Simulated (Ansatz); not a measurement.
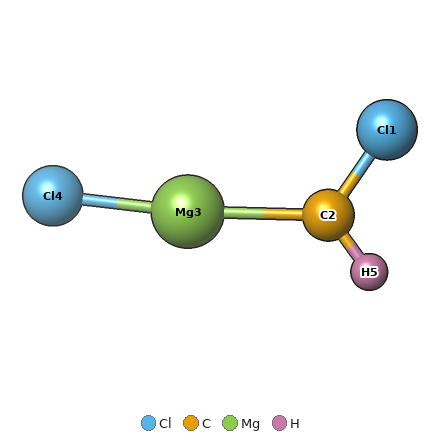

The system is CHCl2Mg, SMILES Cl[CH+][Mg][Cl], charge +1; the picture shows the reference structure. The first coordinate is: bond length C2–H5; the second: angle H5–C2–Mg3. Nothing is relaxed (all other coordinates rigid). The grid has 9 × 9 points. Points are written as (first, second). Energies: kJ/mol, counted from the relaxed molecule at the same level. All numbers below come from RKS r2SCAN-D4/def2-TZVP (Ansatz 0.2.0).

Its coordinates:

```xyz
5

Cl   -0.1316    1.3333    1.8101
C     0.5345    0.7227    0.4559
Mg   -0.4171   -0.8698   -0.7478
Cl   -1.4789   -2.4078   -1.7797
H     1.4932    1.2216    0.2616
```

Range: bond length C2–H5 from 0.966 to 1.373 Å; angle H5–C2–Mg3 from 92.3 to 162.3°.

> What will the energy surface look like?

The lowest grid point is at (1.119 Å, 127.3°), 0.6 kJ/mol from the relaxed molecule at the same level. It is the only kind of minimum in the scanned range. The highest grid point, (1.373 Å, 162.3°), lies 203 kJ/mol above the lowest. Round the minimum the two coordinates are nearly uncoupled.

| angle H5–C2–Mg3 ↓, bond length C2–H5 → | 0.966 | 1.017 | 1.068 | 1.119 | 1.169 | 1.220 | 1.271 | 1.322 | 1.373 |
| --- | --- | --- | --- | --- | --- | --- | --- | --- | --- |
| 162.3 | 172 | 148 | 138 | 137 | 142 | 153 | 168 | 185 | 204 |
| 153.6 | 109 | 86 | 76 | 75 | 81 | 92 | 107 | 124 | 144 |
| 144.8 | 66 | 43 | 33 | 32 | 38 | 49 | 65 | 82 | 102 |
| 136.1 | 43 | 19 | 9 | 8 | 14 | 26 | 41 | 59 | 78 |
| 127.3 | 35 | 12 | 1 | 1 | 7 | 18 | 33 | 51 | 71 |
| 118.6 | 42 | 19 | 8 | 8 | 14 | 25 | 40 | 58 | 77 |
| 109.8 | 62 | 39 | 28 | 28 | 34 | 45 | 60 | 78 | 97 |
| 101.1 | 92 | 69 | 59 | 59 | 65 | 76 | 91 | 109 | 128 |
| 92.3 | 132 | 110 | 100 | 100 | 106 | 118 | 133 | 150 | 169 |

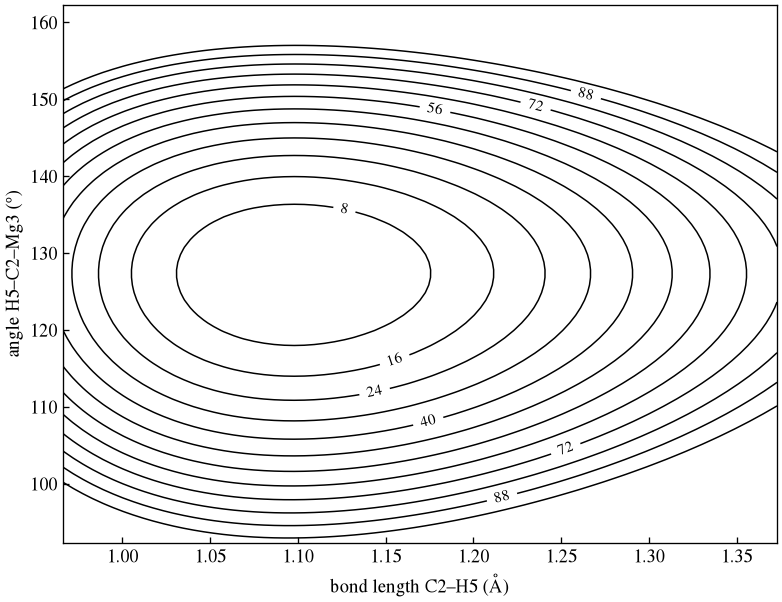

The picture shows contour lines labelled in kJ/mol (none above 96). Between grid points the surface is interpolated.

Each point was launched as `ansatz run input.yaml --threads 1 --pin off --max-ram 2560MiB --backend cpu --events-out ev --progress --plain --runs-dir out`. The whole map (81 points run) took 15 min on 1 thread of Arm Neoverse V1, on a shared host.
